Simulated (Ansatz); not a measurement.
# C2H3F (SMILES C=CF) at wB97M-V/def2-TZVP

Aim: the vertical ionisation energy of C2H3F at wB97M-V/def2-TZVP, from 2 runs. 

The calculation is run with Ansatz 0.2.0.

44 further runs of the same task are left out: 44 set aside as unsound or not needed.

**1. Starting point**

C2H3F has 6 atoms, charge 0, and is taken as a singlet. As SMILES, `C=CF`. The coordinates come from a PBE0-D4/def2-TZVP relaxation.

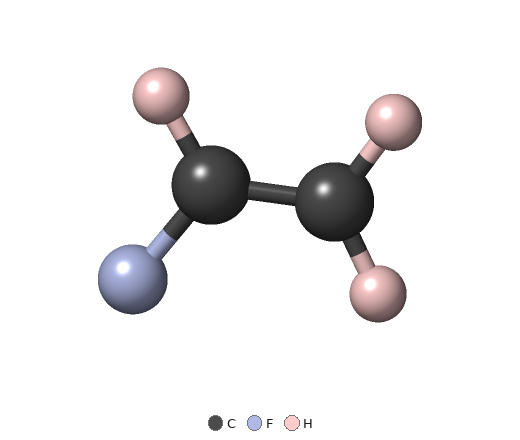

Viewed from a chosen angle; carbon dark grey, fluorine light blue, hydrogen pink.

**2. A single-point energy at wB97M-V/def2-TZVP**

The input, input.yaml:

```yaml
crystal:
  periodic: [false, false, false]
  atoms:
    - {symbol: C, position_ang: [-0.536200, 0.076400, -0.442800]}
    - {symbol: C, position_ang: [0.490000, -0.016300, 0.376600]}
    - {symbol: F, position_ang: [0.966200, -1.192400, 0.795500]}
    - {symbol: H, position_ang: [-1.043900, -0.803300, -0.816600]}
    - {symbol: H, position_ang: [-0.880200, 1.054100, -0.749700]}
    - {symbol: H, position_ang: [1.046100, 0.817400, 0.790700]}
basis:
  gaussian:
    orbitals: def2-TZVP
hamiltonian:
  xc: {name: wB97M-V}
accuracy: high
output: {orbitals: {seedname: orbitals}}
```

On the command line:

```
$ ansatz run input.yaml --threads 1 --pin off --max-ram 3480MiB --events-out events.jsonl --progress --plain --runs-dir runs
```

Standard output:

```text
Warning: RAYON_NUM_THREADS=1 ignored (pool sized by the plan → 1); use --threads N
Functional definition: wB97M-V
  name "wB97M-V"
  parameter omega = 0.3/bohr
  parameter cx = 0.15
  parameter cx01 = 1.007
  parameter cx10 = 0.259
  parameter css00 = 0.443
  parameter css04 = -1.437
  parameter css10 = -4.535
  parameter css20 = -3.390
  parameter css43 = 4.278
  parameter cos00 = 1.000
  parameter cos10 = 1.358
  parameter cos20 = 2.924
  parameter cos21 = -8.812
  parameter cos60 = -1.390
  parameter cos61 = 9.142
  parameter b = 6.0
  parameter c = 0.01
  gx(w, u) = 1 - cx + cx01*u + cx10*w
  gss(w, u) = css00 + css04*u^4 + css10*w + css20*w^2 + css43*w^4*u^3
  gos(w, u) = cos00 + cos10*w + (cos20 + cos21*u)*w^2 + (cos60 + cos61*u)*w^6
  exchange = spin_sum(e_x_unif_sr(omega)*gx(b97_w, b97_u_x)) + cx*exact_x_sr(omega) + exact_x_lr(omega)
  correlation = spin_sum(e_c_pw_mod_same_spin*gss(b97_w, b97_u_same))
      + integral(e_c_pw_mod_opposite_spin*gos(b97_w_opposite, b97_u_opposite)) + vv10(b, c)
1965 factors; integrals over basis functions are off by at most 4.0e-9 eV
272 factors; integrals over basis functions are off by at most 1.8e-9 eV
mean field evaluation 1: about -4836.6433 eV, gradient 3.5e1 eV
mean field evaluation 2: about -4837.8647 eV, gradient 2.5e1 eV
mean field evaluation 4: about -4839.1168 eV, gradient 1.3e0 eV
mean field evaluation 8: about -4839.1219 eV, gradient 6.0e-2 eV
mean field evaluation 16: about -4839.1219 eV, gradient 1.3e-6 eV
mean field -4839.12187841 eV, -177.8344489569 hartree, gradient 6.1e-8 eV, S^2 0.000000; 0 other end points of the search recorded, 0 dependent functions left out
reference -4839.12188213 eV, -177.8344490936 hartree; 12, 12 occupied and 99, 99 virtual orbitals, 1965 factors
Total energy: -4839.12188213 eV, -177.8344490936 hartree
```

Run time: 25 s. Hardware: 1 thread of Intel Xeon Platinum 8259CL at 2.50GHz (Skylake/Cascade Lake), shared host; peak memory 0.47 GiB.

**3. The doublet cation**

The input, molecule.yaml:

```yaml
crystal:
  periodic: [false, false, false]
  atoms:
    - {symbol: C, position_ang: [-0.536200, 0.076400, -0.442800]}
    - {symbol: C, position_ang: [0.490000, -0.016300, 0.376600]}
    - {symbol: F, position_ang: [0.966200, -1.192400, 0.795500]}
    - {symbol: H, position_ang: [-1.043900, -0.803300, -0.816600]}
    - {symbol: H, position_ang: [-0.880200, 1.054100, -0.749700]}
    - {symbol: H, position_ang: [1.046100, 0.817400, 0.790700]}
basis:
  gaussian:
    orbitals: def2-TZVP
total_charge: 1
magnetization:
  spin_polarized: true
  initial_magnetization: 1
hamiltonian:
  xc: {name: wB97M-V}
accuracy: high
output: {orbitals: {seedname: orbitals}}
```

On the command line:

```
$ ansatz run molecule.yaml --threads 1 --pin off --max-ram 3480MiB --events-out events.jsonl --progress --plain --runs-dir runs
```

Standard output, cut to the lines that bear on the results:

```text
Warning: RAYON_NUM_THREADS=1 ignored (pool sized by the plan → 1); use --threads N
[... 2 set-up lines as earlier in the session ...]
[...]
  gx(w, u) = 1 - cx + cx01*u + cx10*w
  gss(w, u) = css00 + css04*u^4 + css10*w + css20*w^2 + css43*w^4*u^3
  gos(w, u) = cos00 + cos10*w + (cos20 + cos21*u)*w^2 + (cos60 + cos61*u)*w^6
[...]
      + integral(e_c_pw_mod_opposite_spin*gos(b97_w_opposite, b97_u_opposite)) + vv10(b, c)
1965 factors; integrals over basis functions are off by at most 4.0e-9 eV
272 factors; integrals over basis functions are off by at most 1.8e-9 eV
[...]
mean field -4828.72654004 eV, -177.4524273181 hartree, gradient 3.9e-8 eV, S^2 0.752667; 0 other end points of the search recorded, 0 dependent functions left out
reference -4828.72654357 eV, -177.4524274478 hartree; 12, 11 occupied and 99, 100 virtual orbitals, 1965 factors
Total energy: -4828.72654357 eV, -177.4524274478 hartree
```

Wall time 53 s (1 thread of Intel Xeon Platinum 8259CL at 2.50GHz (Skylake/Cascade Lake), shared host); peak memory 0.76 GiB.

**4. What came out**

At wB97M-V/def2-TZVP:

```
                                          quantity          value
                       singlet C2H3F: total energy  -177.83445 Eh
                        singlet C2H3F: HOMO energy      -10.05 eV
                        singlet C2H3F: LUMO energy        2.44 eV
                      singlet C2H3F: HOMO–LUMO gap       12.48 eV
                      doublet cation: total energy  -177.45243 Eh
doublet cation: HOMO energy (highest over α and β)      -19.36 eV
 doublet cation: LUMO energy (lowest over α and β)      -10.74 eV
                              doublet cation: ⟨S²⟩          0.753
vertical ionisation energy (to the doublet cation)      10.395 eV
```

The vertical ionisation energy comes to 10.40 eV (1003 kJ/mol). The negative HOMO energy of the first species, 10.05 eV, lies 0.35 eV below that difference.
